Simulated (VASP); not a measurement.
Band structure of SiS2 (space group Ibam). Computed with modified Becke-Johnson potential (mBJ), VASP's PBE PAW potentials (set 64) (plane waves; VASP).

mBJ is a potential without an energy functional, so only the levels count. The path is coarsely sampled, so an indirect gap can come out somewhat too large. Without a dispersion term in the relaxation, distances and binding between the weakly bound layers, chains or molecules are unreliable, and so is what depends on them.

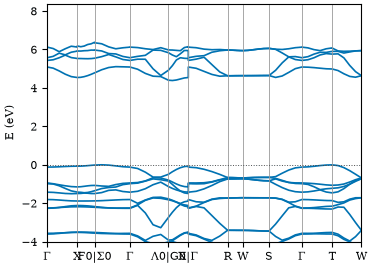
*Bands along high-symmetry lines, zero at the valence-band maximum or, without a gap, the Fermi level*

Read the plot: is there a gap, and where are the band edges?

The gap is indirect, 4.39 eV, from the valence maximum at Σ0-Γ at 0.20 to the conduction minimum at G0-X at 0.20.

The structure comes from a computed database's SiS2 entry (Ibam); how it stands against other phases isn't given here. It was relaxed first, which changed the volume by +19 %. The cell's shape comes from a PBE relaxation.
